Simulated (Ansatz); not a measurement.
Input

```
crystal:
  periodic: [false, false, false]
  atoms:
    - symbol: B
      position_ang: [-0.092140, -0.339517, -0.256991]
    - symbol: Cl
      position_ang: [-1.074761, -0.005157, 1.209774]
    - symbol: Si
      position_ang: [0.924327, -1.796906, 0.595646]
    - symbol: H
      position_ang: [1.907623, -0.701144, 1.036321]
    - symbol: H
      position_ang: [-0.318360, 0.305555, -1.245881]
basis:
  gaussian:
    orbitals: def2-TZVPD
hamiltonian:
  xc: {name: PBE0}
output: {forces: true, orbitals: {seedname: orbitals}}
```

Launched as:

```sh
ansatz run input.yaml --threads 1 --pin off --max-ram 2610MiB --events-out events.jsonl --progress --plain --runs-dir runs
```

Geometry: PBE0-D3(BJ)/def2-SVP.

All numbers below come from isolated molecule in a Gaussian basis; Kohn-Sham density functional theory, functional PBE0 in Ansatz 0.2.0.

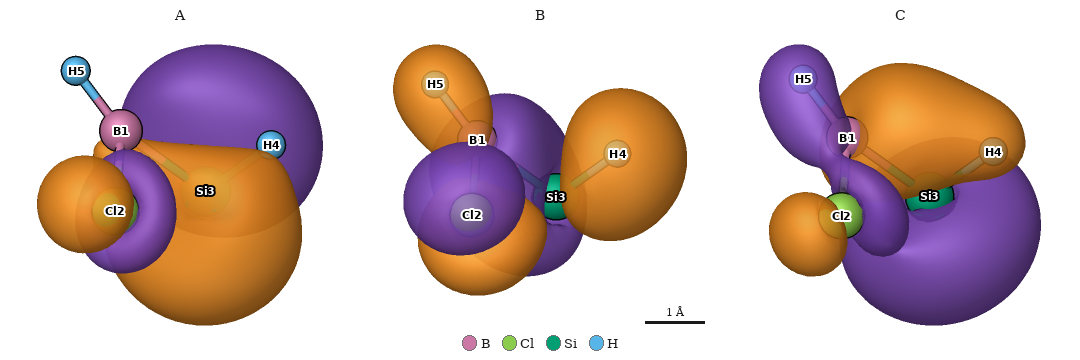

BClH2Si (SMILES [SiH]BCl). Three frontier orbitals at ±0.08 Å⁻³ᐟ² (orange and purple are the two phases), in no order.

Question: Order the three orbitals by energy and name them.

Answer: B is the HOMO−1 (−8.15 eV). Its weight (Hirshfeld) is mainly on Si3 (about 40 %), Cl2 (about 25 %), H4 (about 20 %) and B1 (about 15 %). C is the HOMO (−6.84 eV). By Hirshfeld shares it lies mainly on Si3 (about 70 %), B1 (about 20 %) and Cl2 (about 5 %). A is the LUMO (−2.59 eV). Its weight (Hirshfeld) is mainly on Si3 (about 75 %), Cl2 (about 10 %) and B1 (about 5 %).

Question: What is the HOMO–LUMO gap?

Answer: 4.25 eV between the orbital energies.
